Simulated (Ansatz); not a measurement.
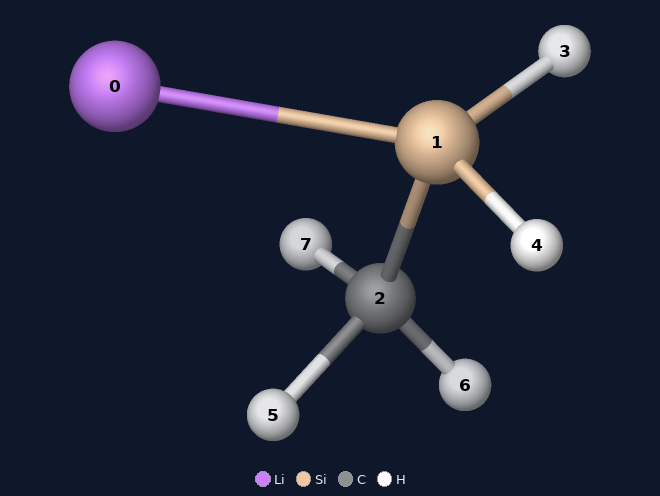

The structure as it stands in the input. Atoms are numbered from 0, in the order of the input.

Input file:

```yaml
crystal:
  periodic: [false, false, false]
  atoms:
    - {symbol: Li, position_ang: [-2.411831, 0.835114, 0.254076]}
    - {symbol: Si, position_ang: [-0.156667, 0.465763, -1.003313]}
    - {symbol: C, position_ang: [0.354809, -0.518932, 0.552786]}
    - {symbol: H, position_ang: [0.187835, -0.639240, -1.956459]}
    - {symbol: H, position_ang: [0.943988, 1.366486, -1.128043]}
    - {symbol: H, position_ang: [0.278151, 0.262377, 1.647921]}
    - {symbol: H, position_ang: [1.331017, -0.844813, 0.740049]}
    - {symbol: H, position_ang: [-0.348472, -1.203643, 0.794220]}
basis:
  gaussian: {orbitals: STO-3G}
hamiltonian: {xc: {name: BLYP}, dispersion: d4}
relax: {f_tol: 0.01, max_steps: 80, max_displacement: 0.05}
```

It was started with:

```sh
ansatz run in.yaml --threads 2 --pin off --events-out ev --progress --plain --max-ram 3481MiB
```

Result (its end):

```
323 factors; integrals over basis functions are off by at most 1.6e-4 eV
mean field -9091.30844497 eV, -334.0994230425 hartree, gradient 1.4e-5 eV, S^2 0.000000; 1 other end points of the search recorded, 0 dependent functions left out
the calculation of the forces begins
reference -9091.30875097 eV, -334.0994342879 hartree; 14, 14 occupied and 10, 10 virtual orbitals, 323 factors
Total energy: -9091.58507860 eV, -334.1095891407 hartree
Atom 0 at    -2.524131     1.199963    -0.511328 Å, force     0.000261    -0.000130     0.000137 eV/Å
Atom 1 at    -0.253003     0.381574    -0.734049 Å, force    -0.001044    -0.000010     0.000252 eV/Å
Atom 2 at     0.462621    -0.543576     0.772523 Å, force     0.002514    -0.001251     0.000791 eV/Å
Atom 3 at    -0.080767    -0.536791    -1.859170 Å, force     0.000701    -0.000108    -0.000355 eV/Å
Atom 4 at     0.713909     1.440111    -1.023108 Å, force     0.000187     0.000220     0.000179 eV/Å
Atom 5 at     0.485893     0.095428     1.673596 Å, force     0.000138    -0.000453    -0.001399 eV/Å
Atom 6 at     1.501597    -0.868659     0.564540 Å, force    -0.003164     0.000696     0.000345 eV/Å
Atom 7 at    -0.127289    -1.444939     1.018234 Å, force     0.000409     0.001036     0.000051 eV/Å
Dipole moment:    -0.698081     0.248459     0.075813 e Å
```

The calculation finished and met its thresholds.
